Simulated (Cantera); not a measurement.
Charge: 1 mol Si(CH₃)₄, 0.051 mol C₂H₂, 4.9 mol H₂, equilibrated at 0.110 bar.

Equilibrium computed with Cantera from the NASA thermochemical tables; the gas is ideal and each condensed phase is pure. Candidate condensed phases: C, C₆H₆, C₇H₈, C₈H₁₈, Si, SiC; 87 gas species. Gases not in the tables: Si₂H₆ and higher silanes. Rates play no part.

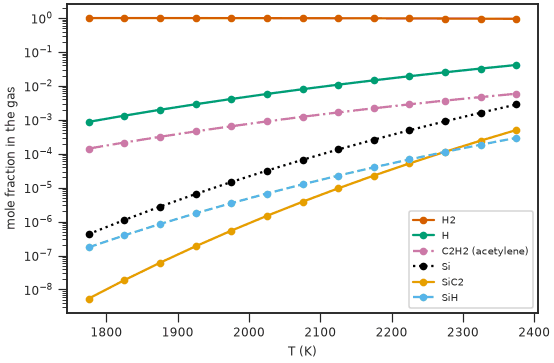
Figure. Equilibrium gas composition (values under 1e-9 drawn at 1e-9)

Question: Read off the mole fractions at 1775 K.

Answer: H₂ about 1.00, H about 0.00087, C₂H₂ (acetylene) about 0.00014, Si about 4.3e-7, SiH about 1.7e-7.
